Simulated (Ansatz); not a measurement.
Frequency calculation of ZrHClF4

System: ZrHClF4.
Method: RHF/def2-SVP (Ansatz 0.2.0).

It belongs to a series of runs on one base structure; here: vibrations at the highest image of the band. Figures and captions count atoms from 1; the log counts them from 0 in places.

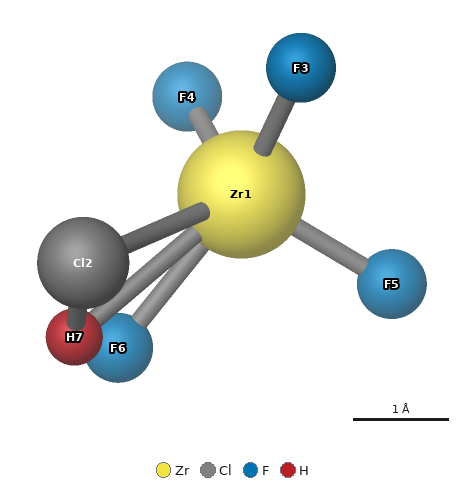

Fig. 1: The input geometry (ball-and-stick view, seen at a tilt; atoms are numbered from 1 in the order of the input). Sticks mark near contacts. Bond lengths as drawn: Cl–H 1.47 Å, Cl–Zr 2.71 Å, F–Zr 1.89 to 2.10 Å and H–Zr 2.44 Å.

### Input
```yaml
crystal:
  periodic: [false, false, false]
  atoms:
    - { symbol: Zr, position_ang: [-0.320396, 0.0, -0.067503] }
    - { symbol: Cl, position_ang: [-0.02494, 0.0, 2.629997] }
    - { symbol: F, position_ang: [1.575256, 0.0, -0.126454] }
    - { symbol: F, position_ang: [-0.743602, 1.555713, -1.047866] }
    - { symbol: F, position_ang: [-0.743602, -1.555713, -1.047866] }
    - { symbol: F, position_ang: [-2.078965, 0.0, 1.085855] }
    - { symbol: H, position_ang: [-1.404852, 0.0, 2.116338] }
basis:
  gaussian: { orbitals: def2-SVP }
hamiltonian:
  xc: hf
phonons: {}
```

Launched with:
```bash
ansatz run input.yaml --threads 2 --pin off --max-ram 3072MiB --backend cpu --events-out ev --progress --plain --runs-dir out
```

### What the program printed
```
Engine: ansatz 0.2.0, aarch64-unknown-linux-gnu
Functional definition: HF
  exchange = exact_x
  correlation = 0
1130 factors; integrals over basis functions are off by at most 3.3e-4 eV
mean field evaluation 1: about -24598.8890 eV, gradient 5.7e1 eV
mean field evaluation 2: about -24598.9993 eV, gradient 5.8e1 eV
mean field evaluation 4: about -24604.9582 eV, gradient 2.0e0 eV
mean field evaluation 8: about -24605.0017 eV, gradient 8.3e-2 eV
mean field -24605.00176303 eV, -904.2171369220 hartree, gradient 8.5e-5 eV, S^2 0.000000; 0 other end points of the search recorded, 0 dependent functions left out
the calculation of the forces begins
reference -24605.00176303 eV, -904.2171369220 hartree; 33, 33 occupied and 77, 77 virtual orbitals, 1130 factors
these checks for a lower state are left out or cut short: stability, starts, cluster_reference, orbital_swaps, neighbouring_geometries, increment
1130 factors; integrals over basis functions are off by at most 3.3e-4 eV
mean field evaluation 16: about -24604.9983 eV, gradient 1.4e0 eV
mean field -24605.00161171 eV, -904.2171313613 hartree, gradient 3.5e-6 eV, S^2 0.000000; 0 other end points of the search recorded, 0 dependent functions left out
[... from here on the field's lines of each further geometry are left out, up to the last ...]
the calculation of the forces begins
reference -24605.00172007 eV, -904.2171353434 hartree; 33, 33 occupied and 77, 77 virtual orbitals, 1130 factors
these checks for a lower state are left out or cut short: stability, starts, cluster_reference, orbital_swaps, neighbouring_geometries, increment
1130 factors; integrals over basis functions are off by at most 3.3e-4 eV
mean field evaluation 256: about -24605.0018 eV, gradient 1.2e-6 eV
mean field -24605.00179347 eV, -904.2171380408 hartree, gradient 3.5e-6 eV, S^2 0.000000; 0 other end points of the search recorded, 0 dependent functions left out
the calculation of the forces begins
reference -24605.00179347 eV, -904.2171380408 hartree; 33, 33 occupied and 77, 77 virtual orbitals, 1130 factors
WARN: phonons: modes at or below zero, which the zero-point energy, F, S and C_V leave out: 2, the lowest at -1150.42 cm⁻¹. A minimum has none, and a first-order saddle one
Total energy: -24605.00176303 eV, -904.2171369220 hartree
Atom 0 at    -0.320396     0.000000    -0.067503 Å, force    -0.007237     0.000000    -0.016534 eV/Å
Atom 1 at    -0.024940     0.000000     2.629997 Å, force    -0.017732    -0.000000     0.007109 eV/Å
Atom 2 at     1.575256     0.000000    -0.126454 Å, force     0.014451    -0.000000    -0.005372 eV/Å
Atom 3 at    -0.743602     1.555713    -1.047866 Å, force     0.001937     0.013791     0.001278 eV/Å
Atom 4 at    -0.743602    -1.555713    -1.047866 Å, force     0.001937    -0.013791     0.001278 eV/Å
Atom 5 at    -2.078965     0.000000     1.085855 Å, force     0.006524     0.000000     0.033013 eV/Å
Atom 6 at    -1.404852     0.000000     2.116338 Å, force     0.000121    -0.000000    -0.020772 eV/Å
Dipole moment:    -0.159950     0.000000     0.327128 e Å
Vibrations: -1150.42 -22.85 142.75 145.42 167.08 186.79 200.63 259.62 509.37 556.67 719.90 725.84 727.78 958.39 1512.88 cm⁻¹, zero-point energy 0.422360 eV
```

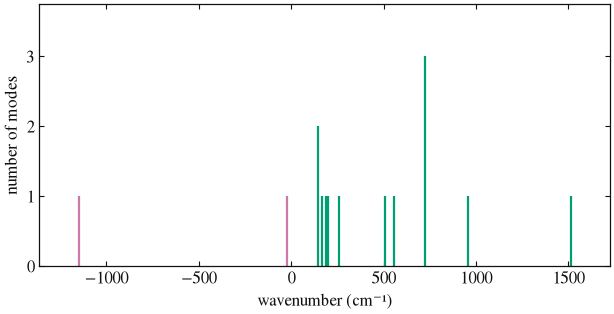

Fig. 2: Harmonic vibrational wavenumbers from the force constants; neighbouring modes closer than 12 cm⁻¹ are counted in one stick, and imaginary ones are drawn at negative wavenumbers. 15 modes from 1150i to 1513 cm⁻¹, 2 imaginary beyond 8i (1150i, 22i cm⁻¹): not a minimum.

### Key numbers

```json
{"quantity": "outcome", "value": "converged"}
{"quantity": "total energy", "value": "−24605.0018 eV"}
{"quantity": "mean-field energy", "value": "−24605.0018 eV"}
{"quantity": "largest force (length of the vector)", "value": "0.034 eV/Å"}
{"quantity": "hardware", "value": "2 threads of Arm Neoverse N1, 24 GiB of memory available, shared host"}
{"quantity": "wall time", "value": "64 s (CPU time 2 min)"}
{"quantity": "peak memory", "value": "0.24 GiB"}
```
